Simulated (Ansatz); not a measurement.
**ZnCu, pressure series**

The reference is ZnCu in the CsCl type structure (space group Pm-3m, No. 221; a = 2.9188 Å).

Cell and atoms are relaxed at each pressure.

Method: Ansatz (a program for electronic structure), r2SCAN, PAW, cutoff 500 eV, no spin-orbit coupling.

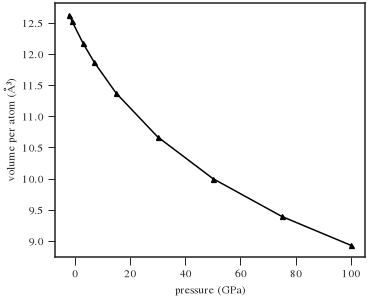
*Volume against pressure*

### Question
Estimate the zero-pressure bulk modulus from the plot.

### Answer
About 140 GPa; a third-order Birch–Murnaghan fit to the points gives V₀ = 12.43 Å³/atom, B₀ = 136 GPa and B₀′ = 4.8.

Measured bulk modulus of ZnCu: 116 GPa (temperature not stated; as listed in Niraj K. Nepal et al., Phys. Rev. B (2020)); the computed value is for a static lattice, so the two differ by thermal effects too.

Load acts through the strain it causes; cell and atoms are relaxed under it. Stability against distortions was not tested. Competing high-pressure phases were not computed. All final runs are without spin polarisation.
